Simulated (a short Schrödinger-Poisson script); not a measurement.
Structure: MOS inversion layer, Si3N4 on p-type Ge(111), at 300 K.

```csv
layer,material,thickness (nm),Na (cm⁻³)
1,Si3N4,3.3,-
2,Ge,1800,2.8e16
```

Constants are typed, rounded textbook-type inputs, not results; the design itself was drawn at random and stands for no fabricated device. Si3N4: permittivity 7.5, conduction-band edge (eV) 1.9, gap (eV) 5.1, electron mass (mₑ) 0.5. Ge: permittivity 16, conduction-band edge (eV) 0, gap (eV) 0.664, Nv at 300 K (cm⁻³) 6e18.

Channel valleys (confinement mass, in-plane density-of-states mass, number): L1 1.59, 0.08, 1; L3 0.09, 0.34, 3. At the gate the conduction-band edge of layer 1 lies 1.95 eV − eVg above the Fermi level of the channel; the field vanishes at the back. Gaps are held at their typed values at every temperature. Mesh 0.03 nm at interfaces.

Solved with a short Schrödinger-Poisson script written for these runs: 1D Poisson equation in equilibrium, electrons quantum, Hartree (BenDaniel-Duke, 12 states a valley, the channel's in-plane mass for all, wave functions free to enter the dielectric), parabolic valleys, classical holes, full ionisation, no traps, pinning or gate leakage.

Only gate voltages with over 1e8 electrons/cm² are shown.

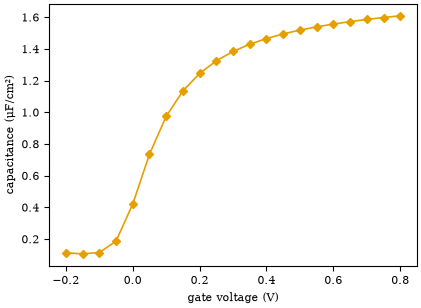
*Quasi-static capacitance against gate voltage*

```tsv
Vg (V)	electrons (cm⁻²)	C (μF/cm²)	L1 E0 (meV)	L1 E1 (meV)	L3 E0 (meV)	L3 E1 (meV)
-0.2	1.30e8	0.113	292.4	304.2	314.0	343.7
-0.15	6.95e8	0.106	246.2	258.9	269.2	301.2
-0.1	3.83e9	0.114	199.9	213.3	224.2	258.2
-0.05	2.04e10	0.187	154.6	169.0	180.4	216.4
0	8.82e10	0.420	114.1	129.9	142.0	180.3
0.05	2.55e11	0.734	82.7	100.9	114.1	155.5
0.1	5.16e11	0.974	59.7	81.2	95.5	140.3
0.15	8.42e11	1.13	42.3	67.2	82.6	130.8
0.2	1.21e12	1.25	28.3	56.7	73.1	124.5
0.25	1.61e12	1.32	16.7	48.4	65.7	119.9
0.3	2.03e12	1.38	6.6	41.6	59.6	116.5
0.35	2.47e12	1.43	-2.4	35.8	54.4	113.9
0.4	2.92e12	1.47	-10.5	30.7	49.9	111.7
0.45	3.38e12	1.49	-18.0	26.2	45.8	109.9
0.5	3.85e12	1.52	-24.9	22.1	42.2	108.4
0.55	4.33e12	1.54	-31.4	18.4	38.8	107.2
0.6	4.81e12	1.56	-37.6	15.0	35.7	106.1
0.65	5.30e12	1.57	-43.5	11.8	32.8	105.1
0.7	5.80e12	1.59	-49.2	8.8	30.0	104.3
0.75	6.29e12	1.60	-54.6	6.0	27.4	103.5
0.8	6.79e12	1.61	-59.8	3.4	24.9	102.9
```

Subbands count from the Fermi level.

Only the L valleys are kept; under strong confinement the Δ valleys of Ge fill too.
